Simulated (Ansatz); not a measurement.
The starting structures come from a database of crystals and need not be the phases stable at ambient conditions.

 Where the default PAW files enter, the runs use the earlier of Ansatz's two default sets.

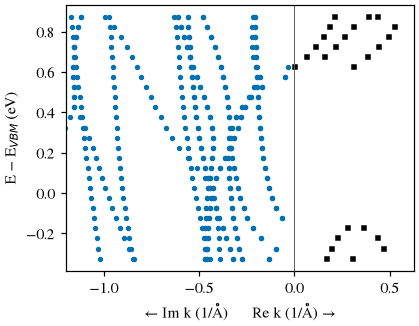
Fig. 1. Complex bands at the centre of the two-dimensional zone; PBEsol (Ansatz, a first-principles code)

The gap is the functional's own. No spin-orbit coupling. Mid-gap values are interpolated on the energy grid.

### Question
This is CoSbS (P2_13, not sure to be the ambient phase, 12 atoms a cell, 16.3 Å³ an atom, -3 GPa at this level) along the normal of (001). Read off the slowest decay at the centre of the two-dimensional zone at 0.28 eV, the computed energy nearest the middle of the gap.

### Answer
κ ≈ 0.18 1/Å, a decay length 1/(2κ) of the density of 2.9 Å.
